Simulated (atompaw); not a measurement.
Cerium (Ce), PAW, made with atompaw 4.2.0.5 (LDA (PW92), scalar-relativistic). Core [Kr] 4d10, reference 4f1 5s2 5p6 5d1 6s1 6p0 (charge +1). Waves: 5s (bound); 6s (bound); 5p (bound); 6p (bound, empty); 5d (bound); 5d channel at 0.6 Ry; 4f (bound); 4f channel at 3.5 Ry. Local part: bessel scheme, radius 2.45 bohr. Core correction: smooth core density matched at 2.10 bohr. Augmentation charge: sinc compensation charge, radius 2.70 bohr; PAW radius 2.90 bohr; waves and projectors: bloechl.

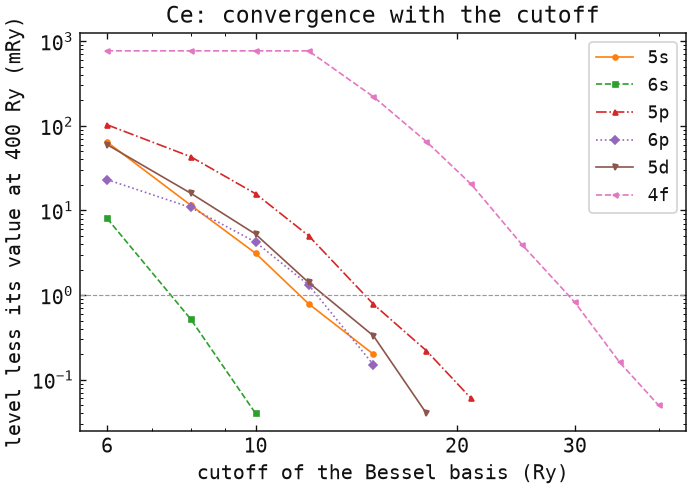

The pseudo-atom Hamiltonian at the reference potential is diagonalised in spherical Bessel functions (20 bohr box) up to the cutoff. Curves: distance of each valence level from its value at 400 Ry.

Q: At which cutoff does each level come within 1 mRy for good?

A: 5s: 12 Ry; 6s: 8 Ry; 5p: 15 Ry; 6p: 15 Ry; 5d: 15 Ry; 4f: 30 Ry.

Q: From which cutoff is the occupation-weighted sum of levels good to 10 mRy, and to 1 mRy?

A: 25 Ry and 30 Ry, on the ladder of cutoffs that was run.

Q: Which occupied shell is the hardest?

A: 4f: its level needs 30 Ry to come within 1 mRy, against 15 Ry for 5p.
